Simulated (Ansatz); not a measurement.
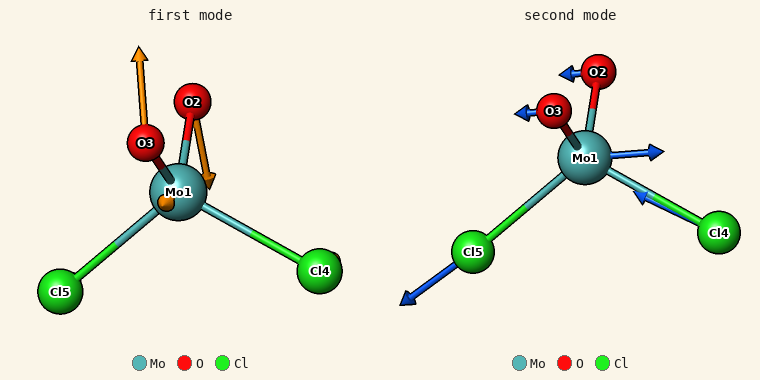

The system is MoO2Cl2; the picture shows the reference structure; its two panels give the patterns of the first and the second mode as arrows. First axis: normal mode 2 (176 cm⁻¹). Second axis: normal mode 7 (447 cm⁻¹). Nothing is relaxed (straight displacements along the two mass-weighted modes). The grid has 9 × 9 points; 48 points were computed and 33 follow by symmetry. Energies are in kJ/mol, from the relaxed molecule at the same level. The calculation used Ansatz 0.2.0, RKS B3LYP-D4/def2-SVP.

Its coordinates:

```xyz
5

Mo    0.0910   -0.0004    0.0637
O     0.1386   -0.0147    1.7361
O     1.6785    0.0077   -0.4646
Cl   -0.9584    1.8813   -0.6510
Cl   -0.9497   -1.8740   -0.6842
```

Range: normal mode 2 (176 cm⁻¹) from −3.24 to 3.24 amu½·Å; normal mode 7 (447 cm⁻¹) from −1.28 to 1.28 amu½·Å.

What landscape does the calculation give?

Answer. The lowest grid point is at normal mode 2 (176 cm⁻¹) = 0.00 amu½·Å, normal mode 7 (447 cm⁻¹) = 0.00 amu½·Å, 0 kJ/mol from the relaxed molecule at the same level. No other kind of well shows on this grid. The highest grid point, normal mode 2 (176 cm⁻¹) = −3.24 amu½·Å, normal mode 7 (447 cm⁻¹) = −1.28 amu½·Å, lies 130 kJ/mol above the lowest.

| normal mode 7 (447 cm⁻¹) ↓, normal mode 2 (176 cm⁻¹) → | −3.24 | −2.43 | −1.62 | −0.81 | 0.00 | 0.81 | 1.62 | 2.43 | 3.24 |
| --- | --- | --- | --- | --- | --- | --- | --- | --- | --- |
| 1.28 | 130 | 95 | 74 | 64 | 60 | 64 | 74 | 95 | 130 |
| 0.96 | 107 | 70 | 48 | 37 | 33 | 37 | 48 | 70 | 107 |
| 0.64 | 90 | 53 | 30 | 18 | 15 | 18 | 30 | 53 | 90 |
| 0.32 | 81 | 42 | 19 | 7 | 4 | 7 | 19 | 42 | 81 |
| 0.00 | 77 | 39 | 16 | 4 | 0 | 4 | 16 | 39 | 77 |
| −0.32 | 81 | 42 | 19 | 7 | 4 | 7 | 19 | 42 | 81 |
| −0.64 | 90 | 53 | 30 | 18 | 15 | 18 | 30 | 53 | 90 |
| −0.96 | 107 | 70 | 48 | 37 | 33 | 37 | 48 | 70 | 107 |
| −1.28 | 130 | 95 | 74 | 64 | 60 | 64 | 74 | 95 | 130 |

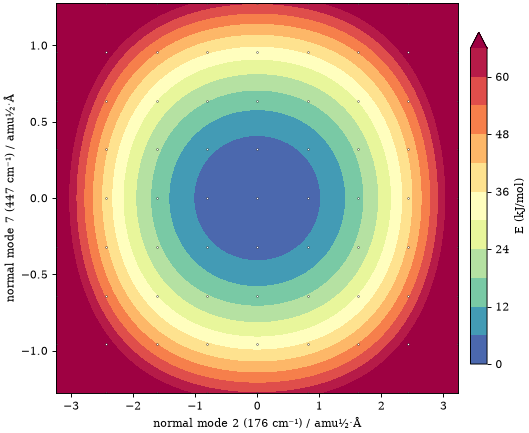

In the figure: filled contours, dots at the grid points, one colour for all values above the top of the scale. Between grid points the surface is interpolated.

Each point was launched as `ansatz run input.yaml --threads 1 --pin off --max-ram 2560MiB --backend cpu --events-out ev --progress --plain --runs-dir out`. The whole map (48 points run) took 6.1 min on 1 thread of Arm Neoverse V2 (shared host).
